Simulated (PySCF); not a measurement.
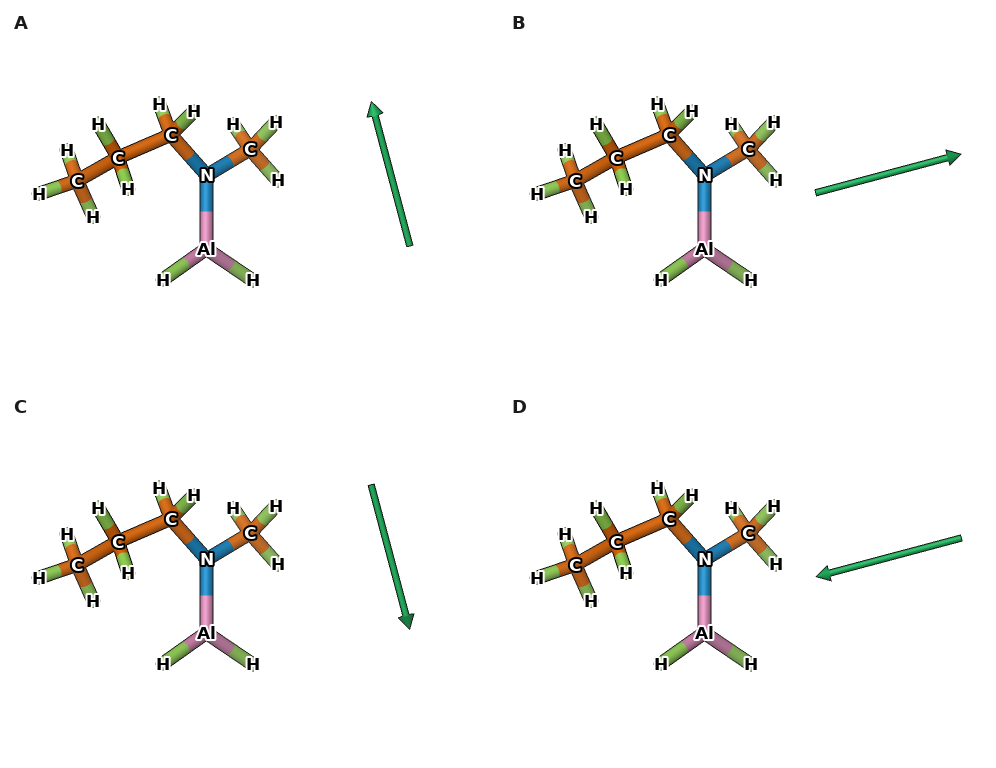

The same molecule four times, each with an arrow. The computed structure is the end point of a PBE0-D3(BJ)/def2-SVP optimisation. No frequency run is at hand to confirm it as a minimum. Method: ωB97X-D/def2-SVPD, gas phase (PySCF 2.14.0).

> Which arrow points along the dipole moment, from the negative to the positive end?

A. The dipole moment is 1.12 D.
